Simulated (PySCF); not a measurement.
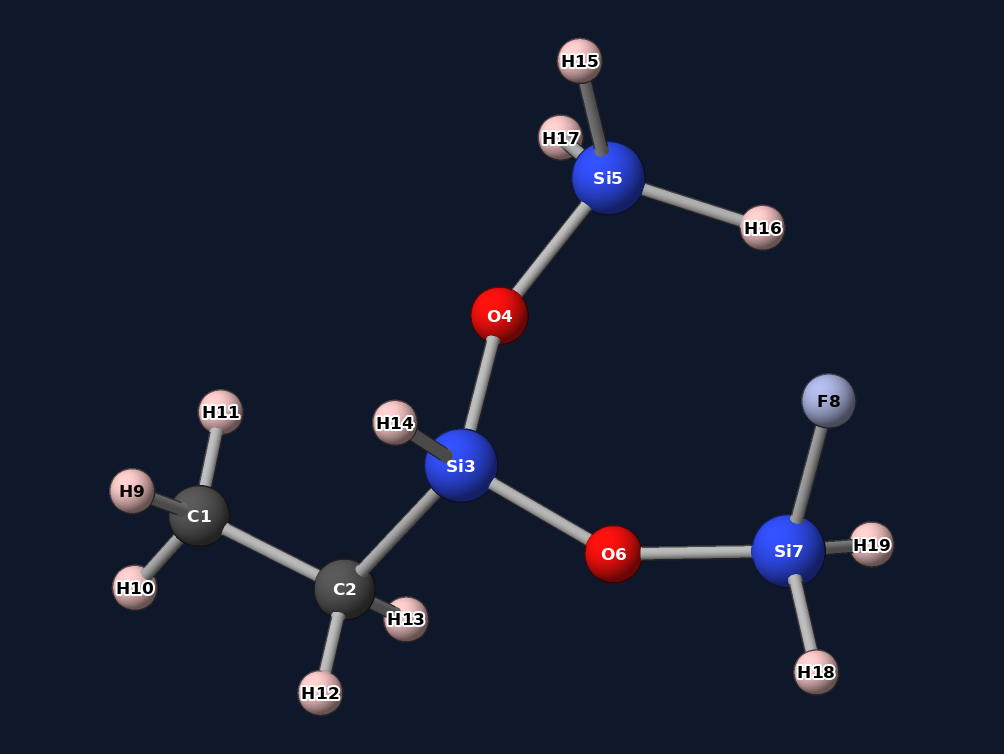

The questions are on isotropic NMR shieldings of the H atoms. The geometry was computed by an optimisation with GFN2-xTB. No frequency run is at hand to confirm it as a minimum. Method: GIAO PBE0/pcSseg-1 NMR shielding, non-relativistic, gas phase (PySCF 2.14.0).

Give the isotropic NMR shieldings of the H atoms atom by atom.

```json
{"atom": "H9", "σ (ppm)": "30.82"}
{"atom": "H10", "σ (ppm)": "30.43"}
{"atom": "H11", "σ (ppm)": "30.65"}
{"atom": "H12", "σ (ppm)": "31.04"}
{"atom": "H13", "σ (ppm)": "30.91"}
{"atom": "H14", "σ (ppm)": "26.71"}
{"atom": "H15", "σ (ppm)": "26.44"}
{"atom": "H16", "σ (ppm)": "26.40"}
{"atom": "H17", "σ (ppm)": "26.49"}
{"atom": "H18", "σ (ppm)": "26.78"}
{"atom": "H19", "σ (ppm)": "26.63"}
```

The geometry is semi-empirical. Around Si such bond lengths and angles can be off by a tenth of an ångström or more and by several degrees, and values that hang on the shape move with them.
